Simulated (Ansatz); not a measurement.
# Fields on a plane of MgSe (rock salt)

```
CELL_PARAMETERS angstrom
      0.00000     2.72489     2.72489
      2.72489     0.00000     2.72489
      2.72489     2.72489     0.00000
ATOMIC_POSITIONS crystal
  Se 0.00000 0.00000 0.00000
  Mg 0.50000 0.50000 0.50000
```

The slice is a {110} plane (indices of the conventional cell) through the point (0.500, 0.500, 0.500) (fractional), spanned by u = [100] and v = [1 -1 -1] in vectors of this cell: u (3.85 Å) and v (5.45 Å, at 90° to u). It covers one period; positions are fractions (u, v).

Atoms on it: Se at (0.00, 0.50); Mg at (0.00, 0.00).

These are PBEsol (plane waves to 420 eV, PAW, scalar-relativistic; Ansatz, an electronic-structure program) values and carry that method's errors. k mesh 10×10×10. These are valence fields of a PAW run, semicore shells included where kept as valence: close to a nucleus they are smooth pseudo fields. MgSe was relaxed with its symmetry unable to fall.

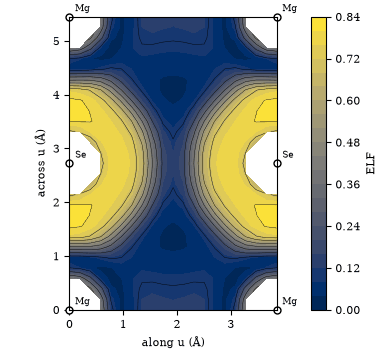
Figure. Electron localisation function (ELF), one period of the plane, atoms marked. Points within 0.5 Å of a nucleus are left white, as the pseudised field means little there.

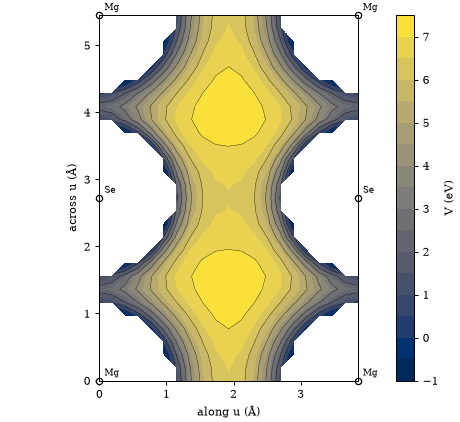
Electrostatic potential energy of an electron, from the cell's mean, in eV, one period of the plane, atoms marked. Points within 1 Å of a nucleus are left white, as the pseudised field means little there. Values under -1 eV are set to -1. The zero, the cell's mean, hangs on the PAW cores.

- Density on the Se–Mg line (2.72 Å) at its density minimum, 1.7 Å from Se: 0.15 e/Å³
- ELF at that point: 0.1
- ELF maximum in the middle third of the Se–Mg line: 0.82, 1.0 Å from Se
- Character of the Se–Mg contact (rough rule: ELF there above 0.7 covalent, below 0.2 ionic, polar between): closed-shell (ionic)
- Element round which the density of the highest valence band (whole band, smooth part) is largest on this plane: Se
